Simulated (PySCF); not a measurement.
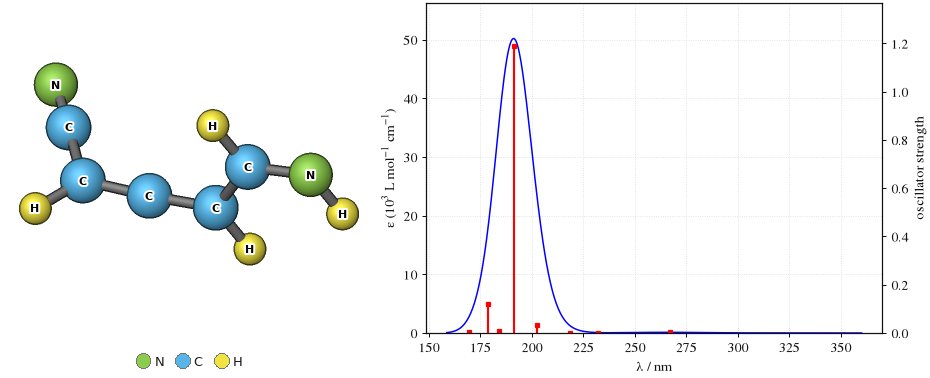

Computed absorption of C₅H₄N₂. Vertical TDDFT excitations, CAM-B3LYP/def2-SVPD with PySCF, at a GFN2-xTB geometry (no frequency check), gas phase. The lowest 8 singlet states are shown; each is broadened by a Gaussian of 1/e half-width 0.40 eV. Sticks give oscillator strengths (right axis).

Q: Where is the maximum of the broadened curve, and how high is it?

A: At about 6.5 eV (191 nm), with ε near 50000 L mol⁻¹ cm⁻¹.

Q: Which of the computed transitions is the brightest, and what character does the calculation give it?

A: S5 at 6.48 eV (191 nm), f = 1.188, mixed, the largest part being HOMO−1 → LUMO (49 %).

Known limits of this run: the tight-binding geometry is rougher than a DFT one and adds to the error; one conformer of a flexible molecule; core orbitals are frozen in the response.
